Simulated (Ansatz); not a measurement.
The calculation's input:

```
crystal:
  lattice:
    - [3.0451349369, 0.0, 0.0]
    - [-1.5225674684, 2.6371642133, 0.0]
    - [0.0, 0.0, 7.4850942437]
  atoms:
    - { symbol: Mg, position: [0.6666666667, 0.3333333333, 0.3307902188] }
    - { symbol: Mg, position: [0.3333333333, 0.6666666667, 0.6692097812] }
    - { symbol: Mg, position: [0.0, 0.0, 0.0] }
    - { symbol: O, position: [0.3333333333, 0.6666666667, 0.162762567] }
    - { symbol: O, position: [0.6666666667, 0.3333333333, 0.837237433] }
basis:
  ecutwfc: 420
kpoints:
  mp_grid: { grid: [12, 12, 4] }
  band_path:
    path:
      - [[0.0, 0.0, 0.0], [0.5, 0.0, 0.0], [0.33333333, 0.33333333, 0.0], [0.0, 0.0, 0.0], [0.0, 0.0, 0.5], [0.5, 0.0, 0.5], [0.33333333, 0.33333333, 0.5], [0.0, 0.0, 0.5]]
      - [[0.5, 0.0, 0.5], [0.5, 0.0, 0.0]]
      - [[0.33333333, 0.33333333, 0.5], [0.33333333, 0.33333333, 0.0]]
    npoints: 14
hamiltonian:
  xc: pbe
scf:
  occupations: { method: gaussian, width: 0.1 }
  n_extra_bands: 12
output:
  forces: true
  stress: true
  eigenvalues: true
  populations: true
  dos: { projected: true, de: 0.02, nscf_kmesh: { grid: [15, 15, 5] } }
  bader: true
  write_density: true
  write_potential: true
  elf: true
  volumetric_format: npy
```

Command:

```sh
ansatz run input.yaml --threads 1 --pin off --max-ram 2560MiB --backend cpu --events-out ev --progress --plain --runs-dir out
```

Below, planes, directions and counts refer to the conventional cell (a = 3.05 Å, b = 3.05 Å, c = 7.49 Å, α = 90.00°, β = 90.00°, γ = 120.00°).

Space group P-3m1; a generated structure, not necessarily the stable one.

Computed with DFT PBE, scalar-relativistic, plane waves, PAW in Ansatz.

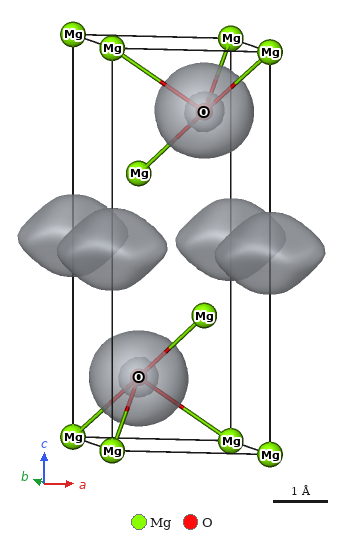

Mg3O2. Isosurface of the ELF at 0.7 (grey), seen at an oblique angle. Core shells and regions of very low density are left out. Sticks mark near contacts.

> What do the ELF domains correspond to?

At this value the surface marks out two regions wrapped around O (the valence shell of each) and one pocket between the atoms, centred on no nucleus (multi-centre or interstitial), counted in one cell of 5 atoms. Regions shared between cells count once. Along the contacts the grid gives the following. Mg–O (2.14 Å): the ELF peaks at about 0.85 in the valence shell of O, 0.6 Å from its nucleus, and is about 0.35 at the midpoint.
